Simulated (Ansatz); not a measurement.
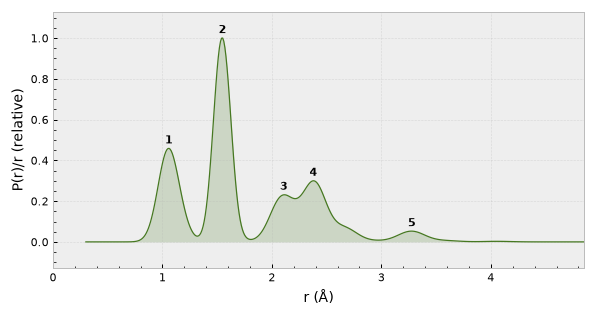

Simulated gas electron diffraction: radial distribution curve of CH₅N₂ (charge -1, ignored in the scattering factors). Each pair of atoms contributes with weight ZᵢZⱼ/r; damping constant 0.001 Å²; vibrational amplitudes assumed, not computed: 0.05 Å for bonds, 0.078 Å for bonds to H, 0.06 + 0.015 r up to 0.15 Å for other pairs. The geometry is the end point of an optimisation (Ansatz 0.2.0, RKS BLYP-D4/6-31G*); it may be a saddle point or a higher isomer. SMILES: N[CH-]N.

Question: Which pairs of atoms lie under the numbered peaks? Mark bonded pairs by – and others by ···.

Answer: Peak 1, 1.06 Å: N–H 1.03–1.07 Å (×4), C–H 1.15 Å, not resolved
Peak 2, 1.55 Å: N–C 1.51–1.58 Å (×2), not resolved
Peak 3, 2.11 Å: C···H 2.04–2.19 Å (×4), N···H 2.08–2.16 Å (×2), not resolved
Peak 4, 2.38 Å: N···N 2.39 Å; in its flanks N···H 2.64–2.69 Å
Peak 5, 3.28 Å: H···H 3.14–3.54 Å (×2), N···H 3.26–3.29 Å (×2), not resolved
